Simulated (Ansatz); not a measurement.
Results of PBE (plane waves, PAW; Ansatz, a quantum-chemistry and plane-wave program) for zinc-blende HgS (metastable phase).

Numerical settings: plane-wave cutoff 520 eV, 10×10×10 k mesh, Fermi–Dirac smearing 0.01 eV, scalar-relativistic PAW data made under PBE.

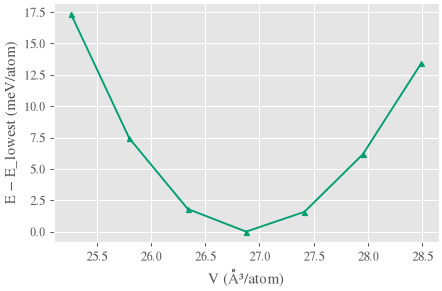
Figure. Total energy against volume

Problem. From the curve, estimate the equilibrium volume and the bulk modulus.

Solution. V0 ≈ 26.9 Å³/atom and B0 ≈ 50 GPa; the fit gives V0 = 26.885 Å³/atom, B0 = 50.3 GPa, B′ = 4.9.

Measured, for comparison: equilibrium volume per atom 24.91 Å³/atom (295 K, no zero-point or thermal correction; as tabulated in Cardona et al. (2009), arXiv:0908.2634). Computed (rounded) less measured: equilibrium volume per atom +7.9 %.

Spin–orbit coupling is not included; it can open a gap where bands touch, and shift volumes and moduli.

Static lattice: no zero-point or thermal effects.
